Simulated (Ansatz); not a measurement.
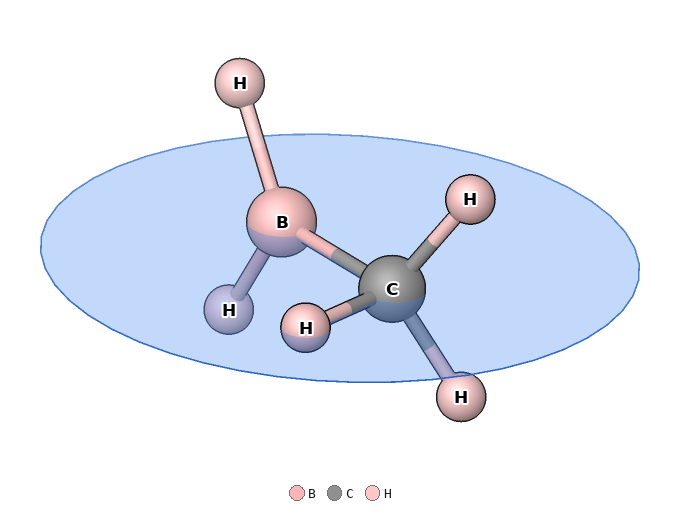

All proper rotation axes (lines) and mirror planes (discs) of the structure are drawn in. Distant atoms are faded towards the background colour. The geometry was computed by an optimisation with PBE0-D4/def2-TZVP.

Question: Name the symmetry elements and the point group.

Answer: It has 1 mirror plane. Point group Cs. The group has 2 operations. The geometry is achiral, and symmetry allows a dipole moment.
